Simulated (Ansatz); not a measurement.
Single-point calculation, with input and output: AlHOF2

System: AlHOF2.
Method: RHF-CCSD(T), frozen core/def2-TZVPP (Ansatz 0.2.0).

The geometry comes from this level: PBE0-D4/def2-TZVP.

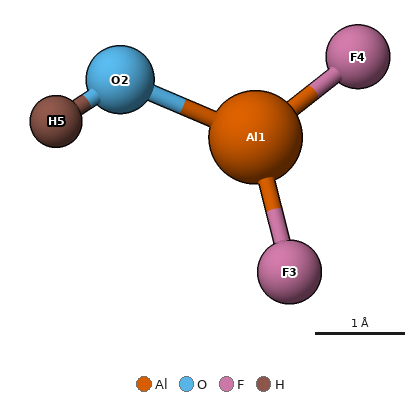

Figure 1. The structure (ball-and-stick view, seen at a tilt; atoms are numbered from 1 in the order of the input). Sticks mark near contacts. Bond lengths as drawn: Al–F 1.63 to 1.64 Å, Al–O 1.67 Å and H–O 0.96 Å.

### Key numbers

| quantity | value |
| --- | --- |
| outcome | converged |
| total energy | −14080.2662 eV |
| mean-field energy | −14057.3659 eV |
| CCSD correlation | −22.2512 eV |
| (T) correction | −0.6491 eV |
| T1 diagnostic | 0.013 |
| SCF solution under orbital rotations | stable |
| hardware | 2 CPU threads, shared host |
| wall time | 13 s (CPU time 23 s) |
| peak memory | 1.1 GiB |

### The input
```yaml
crystal:
  periodic: [false, false, false]
  atoms:
    - {symbol: Al, position_ang: [-0.353220, 0.086622, -0.602288]}
    - {symbol: O, position_ang: [1.145378, 0.833373, -0.589557]}
    - {symbol: F, position_ang: [-0.535202, -1.508672, -0.925819]}
    - {symbol: F, position_ang: [-1.685069, 0.975686, -0.281349]}
    - {symbol: H, position_ang: [1.965803, 0.377363, -0.768156]}
basis:
  gaussian: {orbitals: def2-TZVPP}
correlation: {method: ccsd_t}
```

### Log
```
Functional definition: HF
  name "HF"
  cite "Fock, Z. Phys. 61, 126 (1930) doi:10.1007/BF01340294"
  parent pbe
  exchange = exact_x
  correlation = 0
951 factors; integrals over basis functions are off by at most 9.0e-4 eV
mean field evaluation 1: about -14053.0463 eV, gradient 5.2e1 eV
mean field evaluation 2: about -14053.1212 eV, gradient 5.3e1 eV
mean field evaluation 4: about -14057.3192 eV, gradient 1.9e0 eV
mean field evaluation 8: about -14057.3656 eV, gradient 3.1e-1 eV
mean field evaluation 16: about -14053.0464 eV, gradient 5.2e1 eV
mean field -14057.36593116 eV, -516.5986695451 hartree, gradient 3.5e-6 eV, S^2 0.000000; 0 other end points of the search recorded, 0 dependent functions left out
8 core orbitals not correlated: weight in the atoms' cores, before any rotation towards them, 1.000 or more for the frozen orbitals, at most 0.000 for the correlated occupied ones
reference -14057.36593116 eV, -516.5986695451 hartree; 12, 12 occupied and 129, 129 virtual orbitals, 951 factors
second order -22.22258054 eV of doubles, -0.00000000 eV of singles
cycle   1  -21.75745105 eV  change    4.7e-1 eV  update   9.5e-2
cycle   2  -22.16394422 eV  change   -4.1e-1 eV  update   2.7e-2
cycle   3  -22.26848008 eV  change   -1.0e-1 eV  update   1.3e-2
cycle   4  -22.25372886 eV  change    1.5e-2 eV  update   2.9e-3
cycle   5  -22.25066926 eV  change    3.1e-3 eV  update   1.1e-3
cycle   6  -22.25136264 eV  change   -6.9e-4 eV  update   3.4e-4
cycle   7  -22.25128518 eV  change    7.7e-5 eV  update   1.0e-4
cycle   8  -22.25121409 eV  change    7.1e-5 eV  update   3.6e-5
cycle   9  -22.25121760 eV  change   -3.5e-6 eV  update   1.4e-5
```

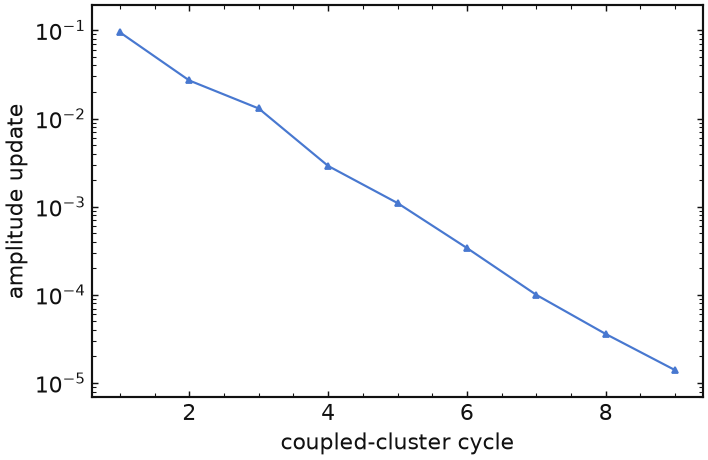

Figure 2. Convergence of the coupled-cluster equations: amplitude update against the coupled-cluster cycle. The residual falls at every step.

```
perturbative correction -0.64908218 eV, -0.0238533301 hartree
Total energy: -14080.26623094 eV, -517.4402400396 hartree
```
